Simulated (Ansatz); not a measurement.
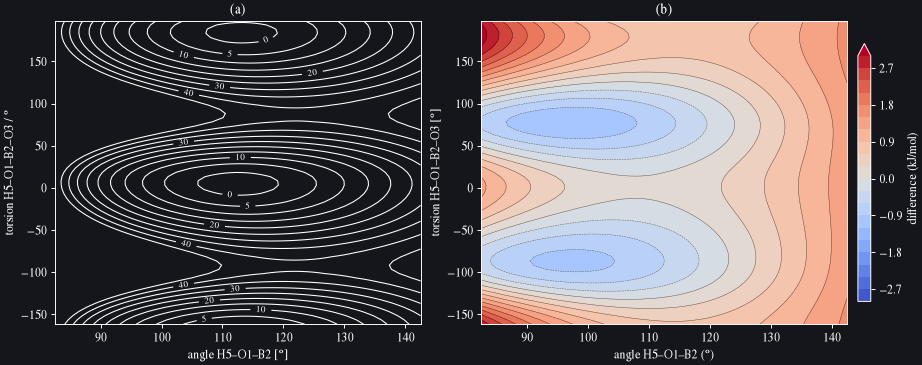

BH5O2Si, SMILES OBO[SiH3]. Two internal coordinates are moved rigidly from the geometry relaxed at PBE0-D4/def2-TZVP, all others fixed. The first coordinate is: angle H5–O1–B2; the second: torsion H5–O1–B2–O3. The scan uses a 5 × 6 grid. Points are written as (first, second). All energies are given in kJ/mol relative to each map's own lowest point. Computed with Ansatz 0.2.0, RKS PBE-D4/def2-TZVPP.

Panel (a): Ansatz, RKS PBE-D4/def2-TZVPP. Panel (b): the map at Ansatz 0.2.0, RKS PBE0-D4/def2-TZVPP less the map of (a), each from its own lowest point.

Question: How does the change of method alter the landscape?

Answer: The difference runs from −1.1 kJ/mol at (97.5°, 78°) to 2.9 kJ/mol at (82.5°, −162°). The interpolated minimum moves from 111.73 to 111.62° in angle H5–O1–B2 and 3.7 to 3.8° in torsion H5–O1–B2–O3.
